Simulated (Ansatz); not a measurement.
## Electronic structure of C$_{2}$H$_{4}$FSi (SMILES C=C[SiH+]F) (charge +1) in real space

```yaml
atoms:
  - { symbol: C, position_ang: [-0.6879, -1.9366, -0.8038] }
  - { symbol: C, position_ang: [0.3712, -1.5655, -1.5652] }
  - { symbol: F, position_ang: [2.4797, 0.4141, -1.9505] }
  - { symbol: Si, position_ang: [1.2451, -0.0722, -1.1134] }
  - { symbol: H, position_ang: [-1.2539, -2.8373, -1.0354] }
  - { symbol: H, position_ang: [-1.0314, -1.3745, 0.0637] }
  - { symbol: H, position_ang: [0.6841, -2.1546, -2.4254] }
  - { symbol: H, position_ang: [0.9004, 0.7891, 0.0265] }
```

Geometry: B3LYP/6-31G*.

Level of theory: isolated molecule in a Gaussian basis; Kohn-Sham density functional theory, functional PBE0 in Ansatz 0.2.0.

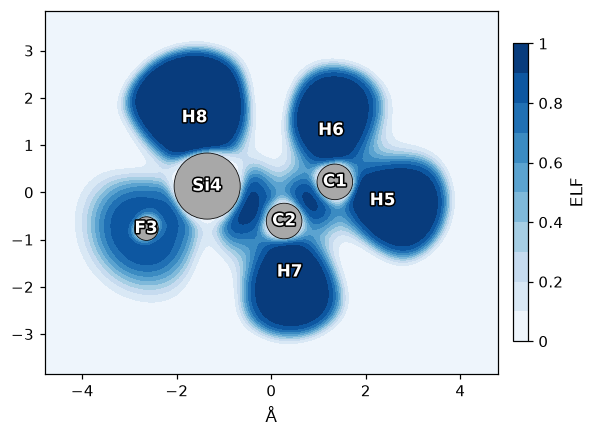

Figure 1. Electron localisation function on the molecular plane. Grey discs cover the atomic cores.

**What does the map show?**

- The section cuts through C, F, Si and H sites.
- C–C (1.36 Å): the ELF peaks at about 0.95 between the atoms, as expected for localised, covalent bonding.
- Si–F (1.57 Å): the ELF peaks at about 0.85 in the valence shell of F, 0.6 Å from its nucleus, and is about 0.55 at the midpoint.
- C–Si (1.79 Å): the ELF peaks at about 0.95 between the atoms (a covalent bond).
- C–H (1.09 Å): the ELF climbs to about 1 towards the hydrogen, as it does in any bond to H (an ordinary covalent bond to hydrogen).
- Si–H (1.47 Å): the ELF climbs to about 1 towards the hydrogen.
- The ELF also peaks beside F3, away from the bonds: lone-pair regions.

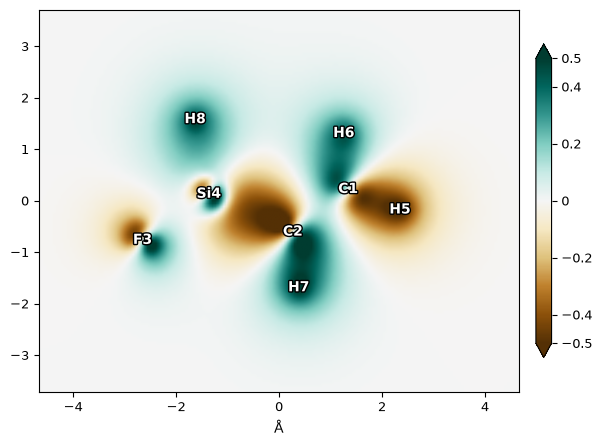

Figure 2. The HOMO−1 on the molecular plane (values in Å⁻³ᐟ²; the overall sign is arbitrary).

**Describe this orbital and give its energy.**

Its weight (Hirshfeld) is mainly on C2 (about 25 %), Si4 (about 20 %), C1 (about 15 %), H5 (about 10 %), H7 (about 10 %) and H8 (about 10 %); it is symmetric in the molecular plane (an in-plane orbital: σ, lone-pair or in-plane π type). Its energy is −15.72 eV.

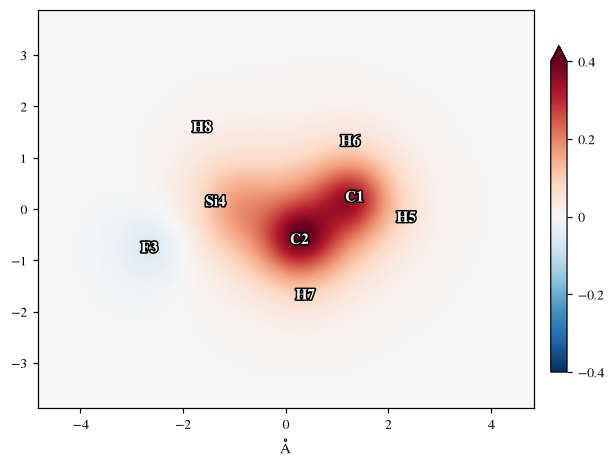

Figure 3. The HOMO on a plane 0.8 Å above the molecular plane (values in Å⁻³ᐟ²; the overall sign is arbitrary).

**Describe this orbital and give its energy.**

By Hirshfeld shares it lies mainly on C2 (about 45 %), C1 (about 35 %) and Si4 (about 15 %); it changes sign across the molecular plane (π type); π-bonding across C1–C2 and C2–Si4. Its energy is −14.68 eV.
